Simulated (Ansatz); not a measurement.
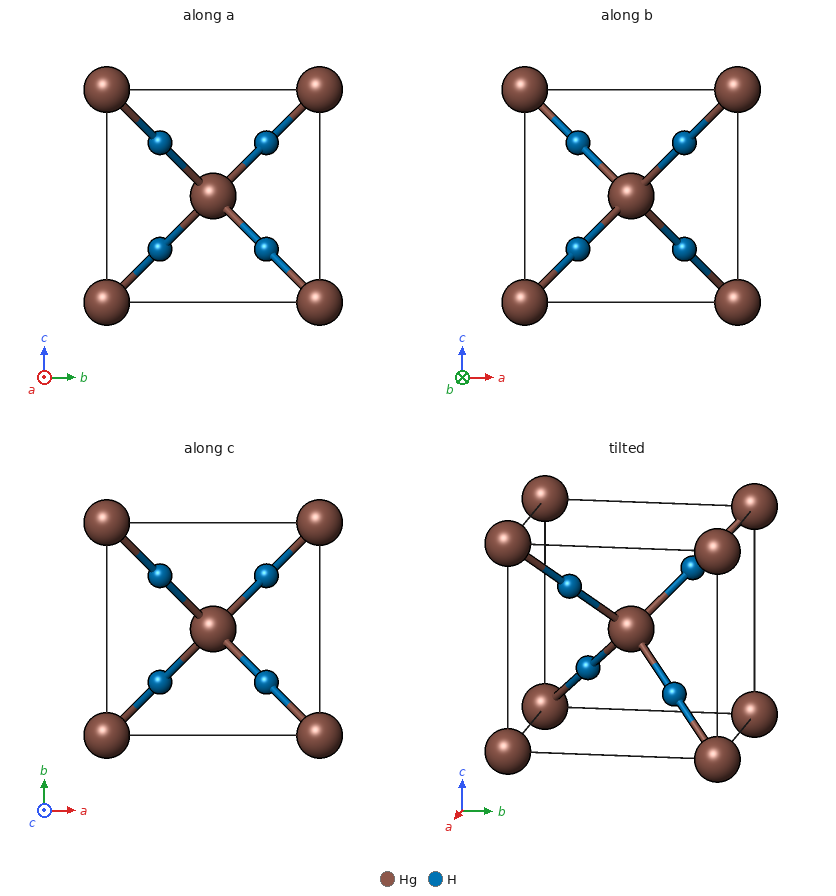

View along the a axis, along the b axis, along the c axis and slightly off an axis, drawn as a ball-and-stick model. Lines trace the edges of the conventional unit cell.

Lattice parameters: a = 4.338 Å, b = 4.338 Å, c = 4.338 Å, α = 90.00°, β = 90.00°, γ = 90.00°.

Set out the cell and atoms as a table of Wyckoff sites.

Space group Pn-3m:1 (No. 224).
```json
{"atom": "Hg", "site": "2a", "x": "0.0000", "y": "0.0000", "z": "0.0000"}
{"atom": "H", "site": "4b", "x": "0.2500", "y": "0.2500", "z": "0.2500"}
```

Origin of the cell: a structure type filled with these elements by a generator (whether the compound takes this form wasn't checked). Atoms and cell were optimised with DFT PBE, scalar-relativistic, plane waves, PAW in Ansatz 0.2.0.
